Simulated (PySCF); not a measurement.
# CH3B (SMILES B[CH]) at ROCCSD(T)/STO-3G

Aim: the energy change on altering one bond length of CH3B at ROCCSD(T)/STO-3G, from 2 runs. Input form: a Python script.

The results are computed with PySCF 2.14.0.

8 further runs of the same task are left out: 8 set aside as unsound or not needed.

## Step 1: The system as given

CH3B: 5 atoms, total charge 0, spin state triplet. SMILES: `B[CH]`. The shape is that of a GFN2-xTB optimisation.

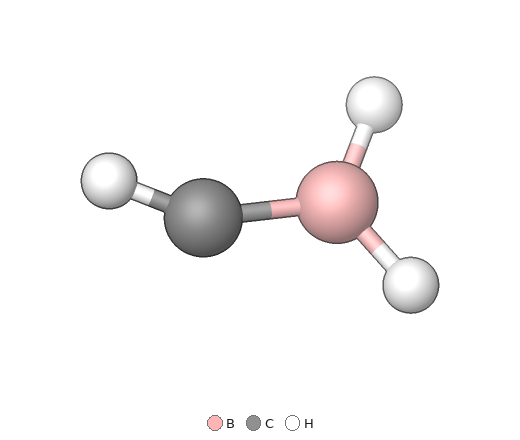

Viewed from a chosen angle; boron pink, carbon grey, hydrogen white.

## Step 2: The energy at ROCCSD(T)/STO-3G

File input.py:

```python
# B[CH]
from pyscf import gto, scf, cc

molecule = gto.Mole()
molecule.atom = '''
B     -0.352450    -0.401400    -0.071360
C      0.507540     0.779550    -0.141970
H     -0.308550    -1.118250     0.866820
H     -1.104620    -0.672740    -0.931370
H      1.258080     1.412850     0.277880
'''
molecule.verbose = 3
molecule.spin = 2
molecule.max_memory = 1860
molecule.basis = 'sto-3g'
molecule.build()

hf = scf.ROHF(molecule)
hf.conv_tol = 1e-10
hf.kernel()
if not hf.converged:
    hf = hf.newton().run(hf.mo_coeff, hf.mo_occ)

mycc = cc.CCSD(hf, frozen=2)
mycc.kernel()
e_t = mycc.ccsd_t()
etot = mycc.e_tot + e_t
print('Final energy', etot)
```

Started as:

```
$ OMP_NUM_THREADS=1 python input.py
```

The program printed:

```text
converged SCF energy = -63.3900698761758

WARN: RCCSD method does not support ROHF method. ROHF object is converted to UHF object and UCCSD method is called.

E(UCCSD) = -63.47707494884632  E_corr = -0.08700507267053494
UCCSD(T) correction = -0.000767728825195786
Final energy -63.47784267767152
```

It took 0.68 s on 1 thread of Arm Neoverse V2, shared host; peak memory 0.12 GiB.

## Step 3: The distorted shape

File input.py:

```python
from pyscf import gto, cc

mol = gto.M(
    atom='''
B      0.471135    -0.348311     1.165356
C      2.096281     1.883362     1.031923
H      0.554094    -1.702961     2.938260
H     -2.087429    -1.271294    -1.760034
H      3.514596     3.080125     1.825324
''',
    verbose=3,
    basis='sto-3g',
    unit='bohr',
    max_memory=1860,
    spin=2,
)

mf = mol.ROHF()
mf.conv_tol = 1e-10
mf.kernel()
if not mf.converged:
    mf = mf.newton().run(mf.mo_coeff, mf.mo_occ)

mycc = cc.CCSD(mf, frozen=2)
mycc.kernel()
e_t = mycc.ccsd_t()
etot = mycc.e_tot + e_t
print('Final energy', etot)
```

Started as:

```
$ OMP_NUM_THREADS=1 python input.py
```

The program printed:

```text
converged SCF energy = -63.1815779538283

WARN: RCCSD method does not support ROHF method. ROHF object is converted to UHF object and UCCSD method is called.

E(UCCSD) = -63.33534046158599  E_corr = -0.1537625077577213
UCCSD(T) correction = -0.00275117622851229
Final energy -63.3380916378145
```

Run time: 0.68 s. Hardware: 1 thread of Arm Neoverse V2, shared host; peak memory 0.12 GiB.

## Step 4: Outcome

Level: ROCCSD(T)/STO-3G, 2 core orbitals frozen.

```
                                                         quantity         value
                                        first shape: total energy  -63.47784 Eh
                first shape: dipole moment (Hartree–Fock density)        0.86 D
         first shape: correlation energy (2 core orbitals frozen)     -87.8 mEh
                                      first shape: (T) correction     -0.77 mEh
                   first shape: ⟨S²⟩ of the reference determinant         2.000
                                       first shape: T1 diagnostic         0.021
                                    distorted shape: total energy  -63.33809 Eh
            distorted shape: dipole moment (Hartree–Fock density)        1.72 D
     distorted shape: correlation energy (2 core orbitals frozen)    -156.5 mEh
                                  distorted shape: (T) correction     -2.75 mEh
               distorted shape: ⟨S²⟩ of the reference determinant         2.000
                                   distorted shape: T1 diagnostic         0.048
energy change with the B1–H4 bond stretched from 1.174 to 2.114 Å      3.803 eV
```

In words: With the B1–H4 bond stretched from 1.174 to 2.114 Å the energy rises by 3.80 eV (88 kcal/mol). The first shape isn't relaxed at this level, so the change isn't measured from a minimum. The minimal basis adds a large error of its own. The triples (first shape) make up 0.9 % of the correlation energy. The T1 diagnostic (distorted shape) of 0.048 is above the customary mark for such species, so a single reference may not serve. The triples (distorted shape) make up 1.8 % of the correlation energy.
